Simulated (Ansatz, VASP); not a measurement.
# Cross-check of NaSrLiS2 between VASP and Ansatz, part 2 of 2

Wanted: the spread between two codes on one cell, functional and k mesh. The cell is invented: As first built, before any earlier steps moved the atoms: it takes the NaLiCdS2 structure with some of its atoms replaced by other elements, volume scaled by an estimate. It may not be a known or stable phase. The cell comes out of the VASP series on this material, whose earlier steps may have relaxed, scaled or displaced it; both programs get it as it stands.

VASP 6.6.1 and Ansatz 0.2.0.

So far. Step 2 (Ansatz: single point, PBE): The run ends at a pressure of -0.05 GPa, with forces up to 0.026 eV/Å. Step 3 (VASP: single point, PBE): The run ends at a pressure of 0.01 GPa, with forces up to 0.0083 eV/Å.

## (6) VASP: band structure, PBE

Level of this step: PBE; plane waves and PAW (Sr_sv, S, Na_pv, Li_sv); invented cell (VASP).

The same cell, functional, mesh and smearing now go to VASP, with its own data sets and cutoff.

INCAR reads:

```
SYSTEM = NaSrLiS2
PREC = Accurate
ENCUT = 650
EDIFF = 1E-06
NELM = 100
ISMEAR = 0
SIGMA = 0.05
LREAL = .FALSE.
ALGO = Normal
GGA = PE
NBANDS = 31
LORBIT = 11
LWAVE = .FALSE.
LCHARG = .FALSE.
KPAR = 2
```

POSCAR reads:

```
NaSrLiS2
1.0
    4.3660983257      0.0000000000      0.0000000000
   -2.1830491678      3.7811520644      0.0000000000
    0.0000000000      0.0000000000      7.4936637596
Sr S Na Li
1 2 1 1
Direct
    0.6666666670      0.3333333330      0.3571367486
    0.3333333330      0.6666666670      0.1821602464
    0.6666666670      0.3333333330      0.7400622896
    0.0000000000      0.0000000000      0.9665531349
    0.3333333330      0.6666666670      0.7515155805
```

KPOINTS reads:

```
Automatic mesh
0
Gamma
6 6 3
0 0 0
```

KPOINTS_OPT reads:

```
Line mode
16
Line-mode
Reciprocal
  0.00000000   0.00000000   0.00000000 GAMMA
  0.50000000   0.00000000   0.00000000 M

  0.50000000   0.00000000   0.00000000 M
  0.33333333   0.33333333   0.00000000 K

  0.33333333   0.33333333   0.00000000 K
  0.00000000   0.00000000   0.00000000 GAMMA

  0.00000000   0.00000000   0.00000000 GAMMA
  0.00000000   0.00000000   0.50000000 A

  0.00000000   0.00000000   0.50000000 A
  0.50000000   0.00000000   0.50000000 L

  0.50000000   0.00000000   0.50000000 L
  0.33333333   0.33333333   0.50000000 H

  0.33333333   0.33333333   0.50000000 H
  0.00000000   0.00000000   0.50000000 A

  0.50000000   0.00000000   0.50000000 L
  0.50000000   0.00000000   0.00000000 M

  0.33333333   0.33333333   0.00000000 K
  0.33333333   0.33333333   0.50000000 H
```

The projector-augmented-wave data sets are Sr_sv, S, Na_pv and Li_sv (PBE family, release 64).

On the command line:

```
> mpirun -np 2 vasp_std
```

Numbers of over 12 decimals in the logs are rounded to 6 here.

What it wrote:

```text
[banner, memory and clock lines left out]
running    2 mpi-ranks, on    1 nodes
[...]
LDA part: xc-table for (Slater+PW92), standard interpolation
 POSCAR, INCAR and KPOINTS ok, starting setup
[...]
entering main loop
       N       E                     dE             d eps       ncg     rms          rms(c)
DAV:   1     0.254775101964E+03    0.25478E+03   -0.14319E+04  1054   0.117E+03
DAV:   2     0.650273465649E+01   -0.24827E+03   -0.22595E+03  1085   0.291E+02
DAV:   3    -0.199437093249E+02   -0.26446E+02   -0.26074E+02  1643   0.832E+01
DAV:   4    -0.215185276187E+02   -0.15748E+01   -0.15499E+01  1717   0.171E+01
[...]
DAV:  14    -0.202319373146E+02   -0.25679E-05   -0.52980E-06  1285   0.809E-03    0.600E-03
DAV:  15    -0.202319392404E+02   -0.19259E-05   -0.15745E-06  1142   0.484E-03    0.284E-03
DAV:  16    -0.202319396731E+02   -0.43265E-06   -0.35196E-07   996   0.279E-03
   1 F= -.20231940E+02 E0= -.20231940E+02  d E =-.343660E-27
 Start KPOINTS_OPT (optional k-point list driver)
k-point batch [1-17\144]
       N       E                     dE             ncg
DAV:   1    -0.238590809852E+04   -0.11081E+05     1054
DAV:   2    -0.648768026182E+04   -0.41018E+04     1084
DAV:   3    -0.692980063753E+04   -0.44212E+03     1612
DAV:   4    -0.695877287653E+04   -0.28972E+02     1737
DAV:   5    -0.696022470419E+04   -0.14518E+01     1395
DAV:   6    -0.696024849387E+04   -0.23790E-01     1536
DAV:   7    -0.696024976777E+04   -0.12739E-02     1397
DAV:   8    -0.696024978749E+04   -0.19722E-04     1497
DAV:   9    -0.696024978815E+04   -0.65206E-06      927
[...]
k-point batch [137-144\144]
       N       E                     dE             ncg
DAV:   1     0.855877799283E+04   -0.10088E+05      496
DAV:   2     0.668171280287E+04   -0.18771E+04      512
DAV:   3     0.648069980839E+04   -0.20101E+03      757
DAV:   4     0.646644418349E+04   -0.14256E+02      824
DAV:   5     0.646579702418E+04   -0.64716E+00      698
DAV:   6     0.646579114277E+04   -0.58814E-02      736
DAV:   7     0.646579096211E+04   -0.18066E-03      714
DAV:   8     0.646579095960E+04   -0.25052E-05      704
DAV:   9     0.646579095953E+04   -0.76448E-07      515
```

From OUTCAR (step 6):

```text
  Total        0.0079309      0.0079309      0.0017516     -0.0000000      0.0000000      0.0000000
  in kB        0.1027126      0.1027126      0.0226849     -0.0000000      0.0000000      0.0000000
  external PRESSURE =       0.0760367 kB  Pullay stress =       0.0000000 kB

 POSITION                                       TOTAL-FORCE (eV/Angst)
 -----------------------------------------------------------------------------------
      2.18305      1.26038      2.67626        -0.000000      0.000000     -0.002859
     -0.00000      2.52077      1.36505         0.000000     -0.000000      0.002207
      2.18305      1.26038      5.54578         0.000000      0.000000     -0.008371
      0.00000      0.00000      7.24302        -0.000000      0.000000      0.003562
     -0.00000      2.52077      5.63161        -0.000000     -0.000000      0.005461
 -----------------------------------------------------------------------------------
    total drift:                               -0.000001      0.000001     -0.001184

  FREE ENERGIE OF THE ION-ELECTRON SYSTEM (eV)
  ---------------------------------------------------
  free  energy   TOTEN  =       -20.2319396731 eV

  energy  without entropy=      -20.2319396731  energy(sigma->0) =      -20.23193967

[... 1 part as in an earlier step ...]

[... 2 further parts left out ...]
[key lines of the parts left out:]
E-fermi :   1.1251
```

The run ends at a pressure of 0.01 GPa, with forces up to 0.0084 eV/Å.

## (7) Comparison

Both answers:

```tsv
quantity	Ansatz	VASP	difference
pressure (GPa)	-0.05	0.01	-0.06
gap over the path points (eV)	2.665	2.673	-0.008
```

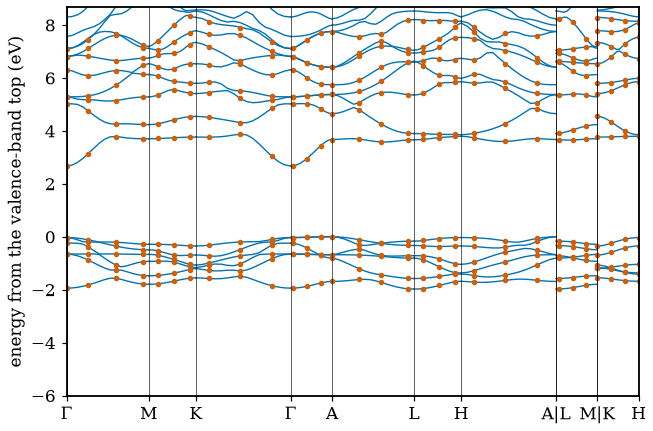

Bands from VASP (lines) and levels from Ansatz (dots). Dots without a line are higher empty bands that the VASP plot leaves out.

Levels at points of the path, from each program's valence-band top (eV; 4 filled, then empty):

```tsv
k (reciprocal lattice)	Ansatz	VASP
0.000 0.000 0.000	-0.65 -0.24 -0.03 -0.03 2.67 5.01 5.29	-0.65 -0.24 -0.03 -0.03 2.67 5.02 5.29
0.133 0.000 0.000	-0.65 -0.39 -0.20 -0.12 3.14 4.75 5.18	-0.65 -0.39 -0.20 -0.12 3.15 4.75 5.18
0.300 0.000 0.000	-1.07 -0.65 -0.35 -0.20 3.79 4.26 5.15	-1.07 -0.65 -0.35 -0.21 3.79 4.26 5.15
0.467 0.000 0.000	-0.94 -0.67 -0.49 -0.28 3.71 4.24 5.27	-0.94 -0.67 -0.49 -0.28 3.70 4.24 5.28
0.467 0.067 0.000	-0.92 -0.70 -0.53 -0.29 3.71 4.27 5.35	-0.92 -0.70 -0.54 -0.29 3.71 4.27 5.36
0.411 0.178 0.000	-0.96 -0.85 -0.69 -0.31 3.75 4.42 5.55	-0.96 -0.86 -0.69 -0.31 3.74 4.42 5.55
0.356 0.289 0.000	-1.13 -1.04 -0.69 -0.34 3.77 4.54 5.43	-1.13 -1.04 -0.69 -0.34 3.76 4.54 5.43
0.289 0.289 0.000	-1.07 -1.00 -0.72 -0.32 3.77 4.52 5.45	-1.07 -0.99 -0.72 -0.32 3.76 4.51 5.45
0.178 0.178 0.000	-1.03 -0.72 -0.48 -0.20 3.88 4.32 5.23	-1.03 -0.72 -0.48 -0.20 3.88 4.32 5.23
0.067 0.067 0.000	-0.65 -0.32 -0.20 -0.10 3.04 4.85 5.16	-0.65 -0.32 -0.20 -0.10 3.05 4.85 5.16
```

At this near-relaxed geometry the largest component of a force difference is 22 meV/Å. Among the levels compared (up to four filled and three empty ones at each point), filled levels agree within 3 meV and empty ones within 13 meV.

## (8) Ansatz: dielectric response, PBE

The response to a field tests empty states and converges slowly with the mesh.

The cell comes out of the VASP series on this material, whose earlier steps may have relaxed, scaled or displaced it; both programs get it as it stands.

input.yaml reads:

```yaml
crystal:
  lattice:
    - [4.3660983257, 0.0, 0.0]
    - [-2.1830491678, 3.7811520644, 0.0]
    - [0.0, 0.0, 7.4936637596]
  atoms:
    - { symbol: Sr, position: [0.666666667, 0.333333333, 0.3571367486] }
    - { symbol: S, position: [0.333333333, 0.666666667, 0.1821602464] }
    - { symbol: S, position: [0.666666667, 0.333333333, 0.7400622896] }
    - { symbol: Na, position: [0.0, 0.0, 0.9665531349] }
    - { symbol: Li, position: [0.333333333, 0.666666667, 0.7515155805] }
hamiltonian:
  xc: pbe
  pseudopotentials: { kind: paw }
kpoints:
  mp_grid: { grid: [7, 7, 4] }
scf:
  occupations: { method: fixed }
dielectric:
  method: response
```

On the command line:

```
> ansatz run input.yaml --threads 2 --pin off --max-ram 4608MiB --backend cpu --events-out ev --progress --plain --runs-dir out
```

What it wrote:

```text
[...]
Crystal: 5 atoms, lattice volume = 123.712 Å³
Basis set: ecut = 420 eV, 2431 PW (Γ), exchange–correlation on 60×60×108 points (8 copies of the dense FFT grid, shifted against one another)
Bands: 22, of which v1, the nominal top of the filled ones, is band 17 counted from 1 (16 counted from 0)
Symmetry: 6 space group operations
k-points: 60 of 196 (irreducible under 2 space group operations, time reversal used)
[...]
site 2:
[...]
site 3:
[...]
-0.00000   -0.00000    1.15879
    site 4:
         1.06114   -0.00000   -0.00000
        -0.00000    1.06114   -0.00000
        -0.00000   -0.00000    0.86129
  Z* charge neutrality: 1.603e-3 e pre-enforcement
  solved inside a basis spanned on kpoints, on 8×8×4 k-points, its susceptibility summed on 12×12×6: ε∞ is read to err by 1.0e-2, Z* by 1.1e-2 e (field_mesh: kpoints solves on kpoints); Z* is corrected for what the basis lacks
[key lines of the parts left out:]
SCF converged after 9 iterations
Free energy (F): -7046.625713 eV
Fermi energy:    3.184613 eV
```

Wall time 2.9 min (2 threads of Arm Neoverse N1, shared host); peak memory 0.96 GiB; 5.7 min of CPU time.

## (9) VASP: dielectric response, PBE

The same cell, functional and mesh now go to VASP, with its own data sets and cutoff.

INCAR reads:

```
SYSTEM = NaSrLiS2
PREC = Accurate
ENCUT = 650
EDIFF = 1E-08
NELM = 100
ISMEAR = 0
SIGMA = 0.01
LREAL = .FALSE.
ALGO = Normal
GGA = PE
NBANDS = 22
LORBIT = 11
LWAVE = .FALSE.
LCHARG = .FALSE.
KPAR = 2
LEPSILON = .TRUE.
```

POSCAR is that of step 6.

KPOINTS reads:

```
Automatic mesh
0
Gamma
7 7 4
0 0 0
```

On the command line:

```
> mpirun -np 2 vasp_std
```

What it wrote:

```text
[... set-up lines as in an earlier step ...]
 entering main loop
       N       E                     dE             d eps       ncg     rms          rms(c)
DAV:   1     0.262612413004E+03    0.26261E+03   -0.15176E+04  1232   0.165E+03
DAV:   2     0.103736532416E+02   -0.25224E+03   -0.23712E+03  1286   0.373E+02
DAV:   3    -0.195816001317E+02   -0.29955E+02   -0.29534E+02  2056   0.108E+02
DAV:   4    -0.214308158230E+02   -0.18492E+01   -0.18372E+01  1932   0.237E+01
[...]
DAV:  16    -0.202320346976E+02   -0.13042E-06   -0.27148E-07  1524   0.254E-03    0.110E-03
DAV:  17    -0.202320348591E+02   -0.16151E-06   -0.13166E-07  1430   0.170E-03    0.394E-04
DAV:  18    -0.202320348578E+02    0.13451E-08   -0.73258E-09  1140   0.508E-04
   1 F= -.20232035E+02 E0= -.20232035E+02  d E =-.763341E-23
 Linear response reoptimize wavefunctions to high precision
DAV:   1    -0.202320348482E+02    0.95720E-08   -0.37443E-09  1300   0.326E-04
DAV:   2    -0.202320348482E+02    0.40927E-11   -0.30717E-10  1066   0.118E-04
 Linear response G [H, r] |phi>, progress :
  Direction:   1
[...]
RMM:  44    -0.112939782304E+01    0.18460E-05    0.22913E-04  4650   0.976E-04    0.220E-04
RMM:  45    -0.112939925081E+01   -0.14278E-05    0.19791E-04  4430   0.947E-04    0.226E-04
 change of polarisation eV/A/(eV/A) component  2 :    -0.156     1.980     0.000
 dielectric tensor                  component  2 :    -0.228     3.897     0.000
 Linear response to external field, progress :
  Direction:   3
       N       E                     dE             d eps       ncg     rms          rms(c)
RMM:   1    -0.108453946104E+01   -0.10845E+01   -0.37942E+00  2654   0.566E+00
RMM:   2    -0.120931300443E+01   -0.12477E+00   -0.15692E-01  3012   0.169E+00    0.300E+00
RMM:   3    -0.108631602662E+01    0.12300E+00   -0.28942E-01  2574   0.196E+00    0.153E+00
RMM:   4    -0.113444113912E+01   -0.48125E-01   -0.18655E-01  2703   0.162E+00    0.540E-01
[...]
RMM:  27    -0.120915632587E+01   -0.12141E-05   -0.80084E-05  2964   0.341E-03    0.285E-03
RMM:  28    -0.120915883983E+01   -0.25140E-05   -0.81138E-06  2958   0.285E-03    0.306E-03
RMM:  29    -0.120916058289E+01   -0.17431E-05   -0.50000E-05  2970   0.238E-03    0.304E-03
 change of polarisation eV/A/(eV/A) component  3 :     0.038    -0.089     2.118
 dielectric tensor                  component  3 :     0.055    -0.130     4.097
 Born effective charges drift removed
```

From OUTCAR (step 9):

```text
  Total        0.0082516      0.0082516      0.0023137     -0.0000000      0.0000000      0.0000000
  in kB        0.1068648      0.1068648      0.0299641     -0.0000000      0.0000000      0.0000000
  external PRESSURE =       0.0812312 kB  Pullay stress =       0.0000000 kB

 POSITION                                       TOTAL-FORCE (eV/Angst)
 -----------------------------------------------------------------------------------
      2.18305      1.26038      2.67626         0.000000     -0.000000     -0.002879
     -0.00000      2.52077      1.36505        -0.000000      0.000000      0.002135
      2.18305      1.26038      5.54578         0.000000     -0.000000     -0.008348
      0.00000      0.00000      7.24302        -0.000000      0.000000      0.003663
     -0.00000      2.52077      5.63161         0.000000      0.000000      0.005429
 -----------------------------------------------------------------------------------
    total drift:                               -0.000001      0.000001     -0.001062

 MACROSCOPIC STATIC DIELECTRIC TENSOR (including local field effects in DFT)
 ------------------------------------------------------
           3.897641    -0.000000    -0.000000
          -0.000000     3.897641    -0.000000
           0.000000    -0.000000     4.097420
 ------------------------------------------------------

[... 1 part as in an earlier step ...]

[... 1 further part left out ...]
```

## (10) Side by side

What differs besides the data sets and the points named for the pairs above, as far as they apply: VASP's response is taken on the typed mesh, Ansatz refines its own for the field response alone. Total energies have different zeros and are not compared.

Compared:

```tsv
quantity	Ansatz	VASP	difference
ε∞ xx	3.89	3.90	-0.19 %
ε∞ yy	3.89	3.90	-0.19 %
ε∞ zz	4.09	4.10	-0.11 %
Born charge of Sr1 (mean of the diagonal) (e)	1.99	1.99	0.00
Born charge of S2 (mean of the diagonal) (e)	-2.07	-2.06	-0.01
Born charge of Na4 (mean of the diagonal) (e)	1.16	1.15	0.00
Born charge of Li5 (mean of the diagonal) (e)	0.99	0.97	+0.02
```

## (11) Outcome

```
difference in gap on the k mesh (single point, PBE)          : -0.0076 eV
r.m.s. force difference (single point, PBE)                  : 7.6 meV/Å
difference in gap over the path points (band structure, PBE) : -0.0077 eV
r.m.s. force difference (band structure, PBE)                : 7.5 meV/Å
difference in ε∞ xx (dielectric response, PBE)               : -0.19 %
```

**Reading.** The r.m.s. force difference is 7.6 meV/Å (single point, PBE), within the 12 meV/Å picked in this series as the mark of a large difference. Differences of this kind measure data sets and numerical settings, not the functional's error against experiment.

[Lines on the potential files, build, host, timing and source positions are cut from VASP's logs without a mark.]

[Logs are printed without paths, hosts, clocks, repeated set-up lines and the standing remarks that a program may print on its own settings, such as how far it seeks lower states.]

[Hosts, paths, dates, database ids (printed as entryN), source tags and the programs' standing remarks are cut or masked in the printed files.]
